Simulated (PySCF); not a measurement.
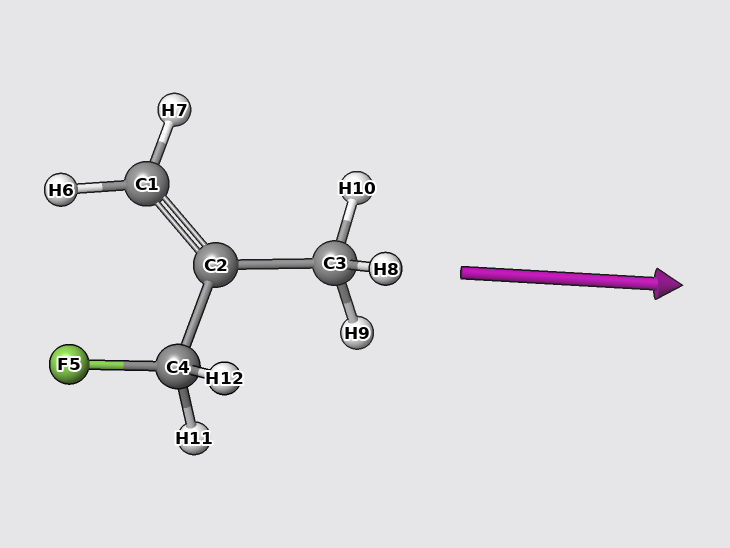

The arrow beside the molecule shows the direction of the dipole moment, from the negative to the positive end (its length means nothing). The computed structure is the end point of a PBE0-D3(BJ)/def2-SVP optimisation. No frequency run is at hand to confirm it as a minimum. Properties computed with PBE0/6-31+G*, gas phase (PySCF 2.14.0).

**Estimate the dipole moment.**

2.10 D; it points from the side of F5, H6 to the side of H8, H9, H10 (the outermost atoms at the two ends).
